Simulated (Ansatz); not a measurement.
ClHOZn···NH3

```xyz
8

Zn   -1.2722   -0.5294    0.9507
N     1.2095    0.6714   -0.7001
O    -2.2717   -1.7092    0.0888
H     1.2061    1.1370    0.2082
Cl   -0.2995    0.8711    2.3509
H     1.1412    1.3995   -1.4073
H     2.1279    0.2448   -0.8065
H    -1.8413   -2.0853   -0.6847
```

Not at a stationary point (largest force 1.3 eV/Å).

The calculation used Ansatz, RKS PBE0-D4/def2-SVP.

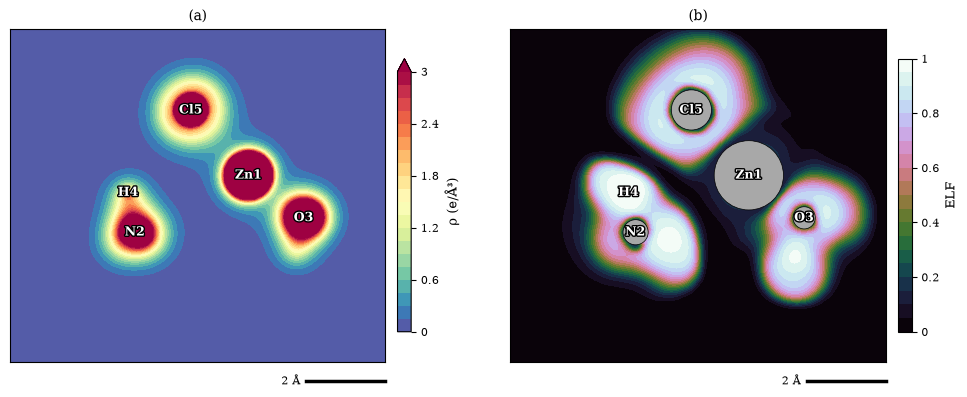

Figure 1. (a) total electron density; (b) electron localisation function on the plane of atoms O3, Zn1 and Cl5. Grey discs cover the atomic cores in the ELF map.

### Read the bonding off the picture.

The section cuts through Zn, N, O, H and Cl sites.
Zn1···N2 (3.21 Å): the density falls to about 0.05 e/Å³ on the way; the ELF dips to about 0.05 between them.
Zn–O (1.77 Å): ρ is about 0.88 e/Å³ halfway; the ELF peaks at about 0.80 in the valence shell of O, 0.6 Å from its nucleus, and is about 0.20 at the midpoint.
Zn–Cl (2.21 Å): ρ at the midpoint is about 0.56 e/Å³; the ELF peaks at about 0.80 in the valence shell of Cl, 0.8 Å from its nucleus, and is about 0.45 at the midpoint.
N–H (1.02 Å): ρ at the midpoint is about 2.8 e/Å³; the ELF climbs to about 1 towards the hydrogen, as it does in any bond to H (an ordinary covalent bond to hydrogen).
The ELF also peaks beside O3 and Cl5, away from the bonds: lone-pair regions.

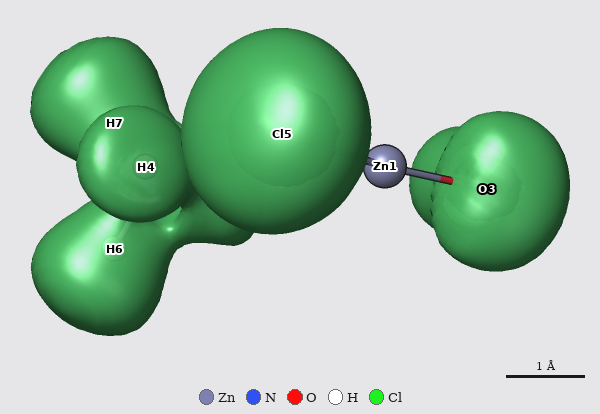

Figure 2. Isosurface of the electron localisation function at 0.75 (green), seen from one side. Only the valence region is drawn (cores and ρ < 0.01 e/Å³ removed).

### Describe the localisation domains.

The surface consists of one region wrapped around Cl (its valence shell), one joined region spread over several atoms (H, N), in which their bonds and any lone pairs are merged and one joined region spread over several atoms (H, O), in which their bonds and any lone pairs are merged.

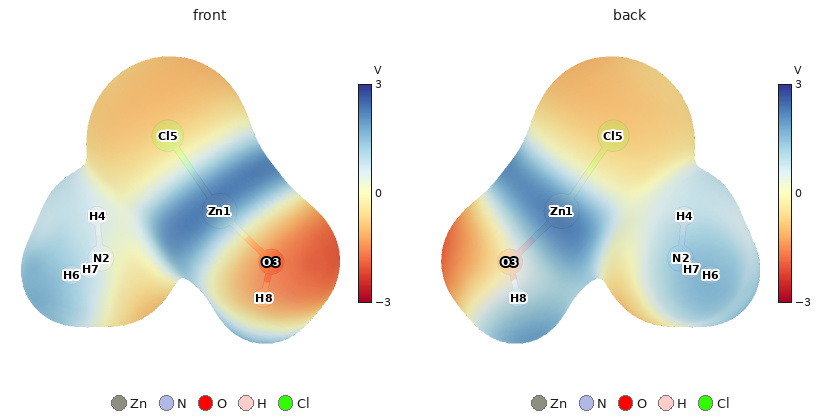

Figure 3. The electrostatic potential painted on the density surface at 0.002 e/bohr³, seen from the front and from behind; red is negative and blue positive.

### Which sites attract a positive test charge, and which a negative one?

A positive charge is drawn to the negative regions and a negative charge to the positive ones. The most negative region (about −2.0 V, or −46 kcal/mol for a unit charge) lies over O3, the most positive (about +2.3 V, or +53 kcal/mol for a unit charge) over Zn1. O3 is the likeliest acceptor of a hydrogen bond.
